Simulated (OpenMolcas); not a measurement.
How basis sets differ on SnH3S (SMILES [SH][SnH2])

SnH3S: 5 atoms, total charge 0, spin state doublet. SMILES: `[SH][SnH2]`. The shape comes from GFN2-xTB, which is rough for such elements, and wasn't checked as a minimum. This is one conformer, not always the lowest.

```csv
atom,x (Å),y (Å),z (Å)
S,0.9016,-0.7825,1.0522
Sn,0.1309,0.2743,-1.0425
H,-0.0184,-1.7365,1.0947
H,-1.6292,0.3020,-0.5655
H,0.6151,1.9427,-0.5389
```

Each level gives the dipole moment (D). The values are calculated.

```tsv
level	kind	program	value (D)	CPU time
UHF/STO-3G	Hartree–Fock	OpenMolcas	3.00	1.9 s
UHF/3-21G	Hartree–Fock	OpenMolcas	4.07	2.1 s
UHF/def2-SVP (core potential)	Hartree–Fock	OpenMolcas	2.78	3.9 s
UHF/ANO-RCC-VDZP (DKH2, RICD fitting)	Hartree–Fock	OpenMolcas	2.83	18 s
```

All-electron rows without a relativistic Hamiltonian named are non-relativistic, while core potentials hold scalar relativity, so basis and relativity change together. The values span 2.78 to 4.07 D. Sets without polarisation functions give poor dipoles. CPU times are rough (shared hosts, several kinds of processor): they show what a rung costs within a factor of a few.

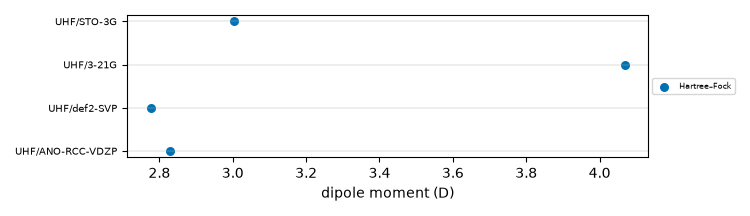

The values of the table, level by level.
